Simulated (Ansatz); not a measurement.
# C$_{2}$H$_{6}$In (SMILES C[CH2][InH]) (doublet): what the fields show

```yaml
atoms:
  - { symbol: C, position_ang: [1.1184, 0.0518, 0.8059] }
  - { symbol: C, position_ang: [1.6675, 1.2699, 1.5311] }
  - { symbol: In, position_ang: [3.1037, 0.7473, 3.1518] }
  - { symbol: H, position_ang: [0.4094, 0.3368, 0.0072] }
  - { symbol: H, position_ang: [1.9141, -0.5421, 0.3283] }
  - { symbol: H, position_ang: [0.5777, -0.6277, 1.4840] }
  - { symbol: H, position_ang: [0.8713, 1.8665, 2.0058] }
  - { symbol: H, position_ang: [2.2050, 1.9520, 0.8519] }
  - { symbol: H, position_ang: [3.4589, -0.9826, 3.4136] }
```

Geometry: PBE0-D3(BJ)/def2-SVP; core potentials replace the inner electrons of In.

Method: isolated molecule in a Gaussian basis; Kohn-Sham density functional theory, functional PBE0 (Ansatz).

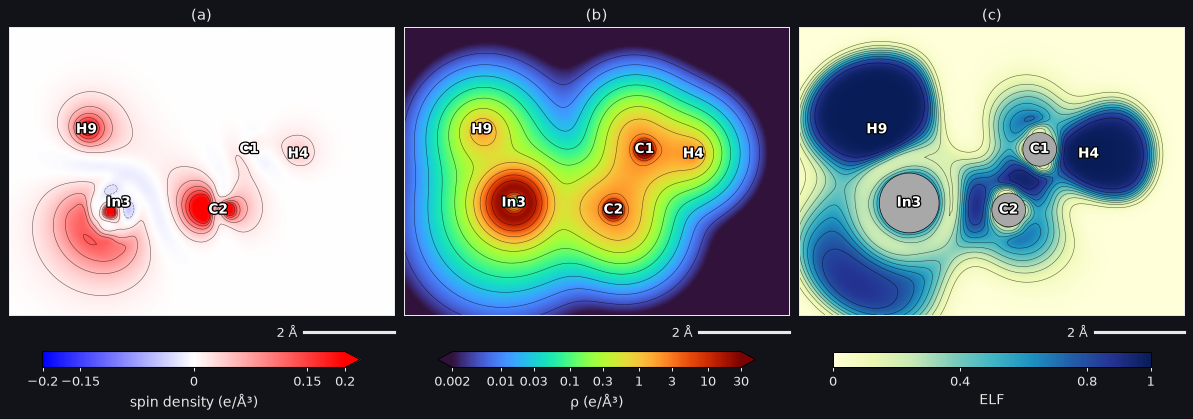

Figure 1. (a) spin density (α minus β); (b) electron density; (c) ELF on the plane of atoms C1, C2 and In3. Grey discs cover the atomic cores in the ELF map.

Describe what can be read from this map.

The section cuts through C, In and H sites.
C–C (1.52 Å): ρ at the midpoint is about 1.6 e/Å³; the ELF peaks at about 0.95 between the atoms: a covalent bond.
C–In (2.23 Å): the density is about 0.59 e/Å³ at the midpoint; the ELF peaks at about 0.90 in the valence shell of C, 0.7 Å from its nucleus, and drops to about 0.20 between the two atoms.
C–H (1.11 Å): ρ is about 1.9 e/Å³ halfway; the ELF climbs to about 1 towards the hydrogen, as it does in any bond to H: an ordinary covalent bond to hydrogen.
In–H (1.79 Å): the density is about 1 e/Å³ at the midpoint; the ELF climbs to about 1 towards the hydrogen.
The unpaired spin (1 electron) lies mostly on In3 (about 0.7), C2 (about 0.1) and H9 (about 0.1), in electrons by Hirshfeld's partition.

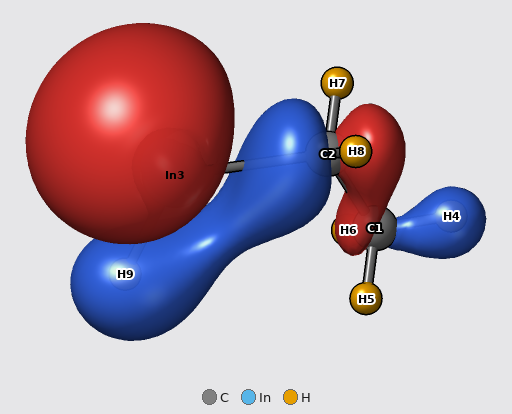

Figure 2. The HOMO (α) at ±0.1 Å⁻³ᐟ² (blue and red are the two phases), seen at a tilt.

Describe this orbital and give its energy.

It lies mainly on In3 (about 70 %), C2 (about 15 %) and H9 (about 10 %). Its energy is −5.09 eV.
